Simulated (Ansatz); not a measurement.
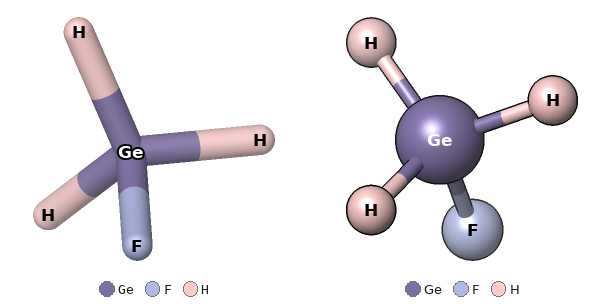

Both panels show the same species.

What does the picture show?

The molecule is FGeH₃. The point group is C3v. Coordination: 1 Ge tetrahedral.

The parts below concern this one geometry. Atoms keep their numbers from picture to picture. Computed geometry: PBE0-D4/def2-TZVP optimisation.

## Shape

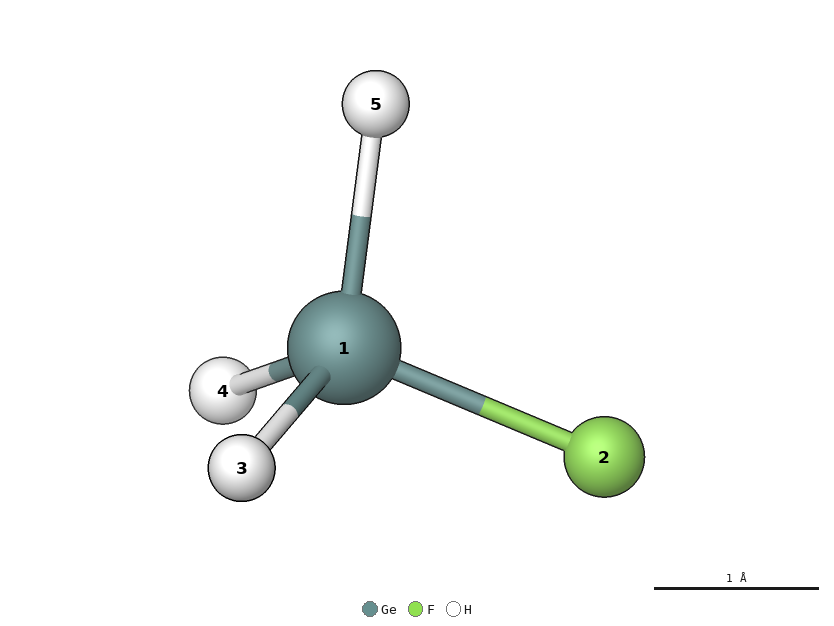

The atoms are numbered.

Give the bond lengths.

```
  bond  length (Å)
Ge1–F2       1.742
Ge1–H3       1.533
Ge1–H4       1.533
Ge1–H5       1.533
```

## Electronic properties

Method: RHF-CCSD(T), frozen core/def2-TZVPP (Ansatz 0.2.0).

**Give the T1 diagnostic at this level.**

0.012.

## Vibrations

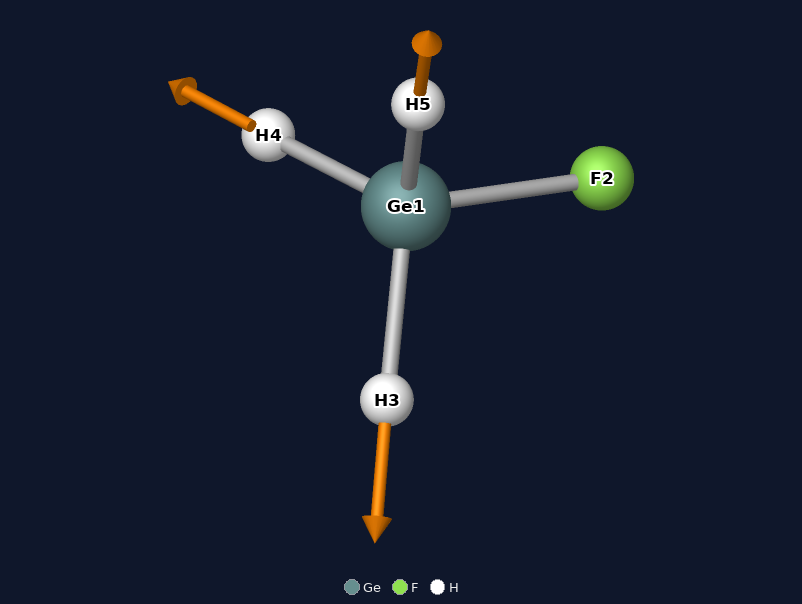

The arrows show one normal mode. Harmonic vibrations computed with RKS PBE0-D4/def2-TZVP (Ansatz 0.2.0) at a stationary point of the same level.

**What kind of motion is it?**

Mostly in-phase stretching of 3 Ge–H bonds.

**At what wavenumber does it lie?**

2179 cm⁻¹; it is mode 7 of 9 counted from the lowest.

## Dipole moment

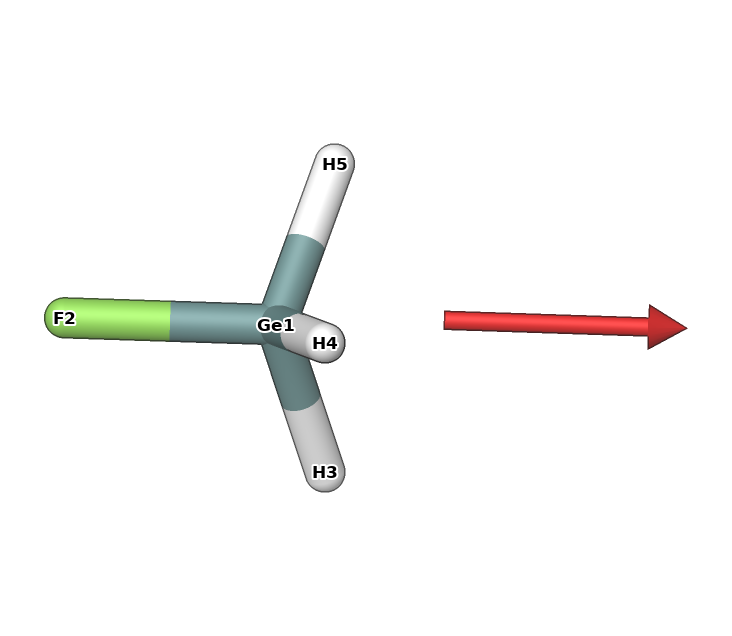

The arrow beside the molecule shows the direction of the dipole moment, from the negative to the positive end (its length means nothing). Method: RKS PBE0-D4/def2-TZVP (Ansatz 0.2.0).

**Estimate the dipole moment.**

2.12 D; it points from the side of F2 to the side of H3, H4, H5 (the outermost atoms at the two ends).
